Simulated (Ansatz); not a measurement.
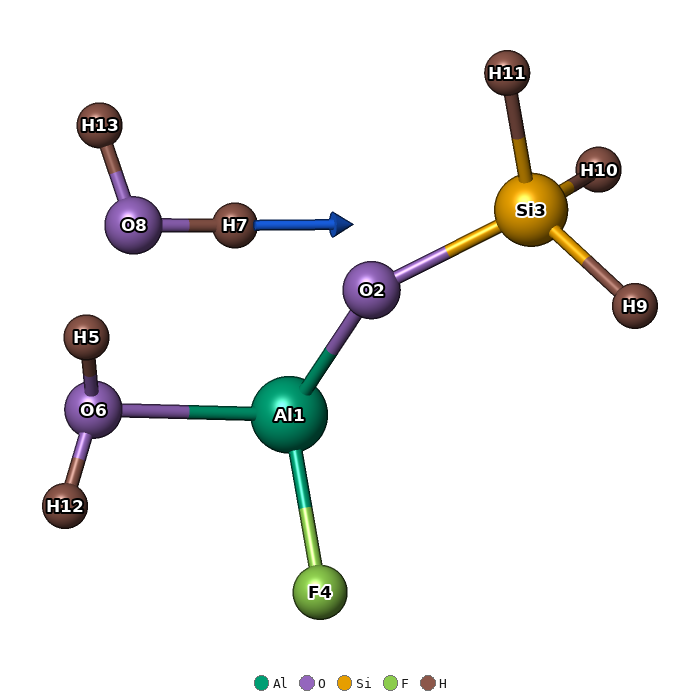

The arrows show one normal mode. Charge 0, doublet. Harmonic vibrations computed with UKS PBE0-D4/def2-TZVP (Ansatz 0.2.0) at a stationary point of the same level.

Question: What kind of motion is it?

Answer: Mostly O–H stretching.

Question: Estimate its harmonic wavenumber.

Answer: 3479 cm⁻¹; it is mode 31 of 33 counted from the lowest.
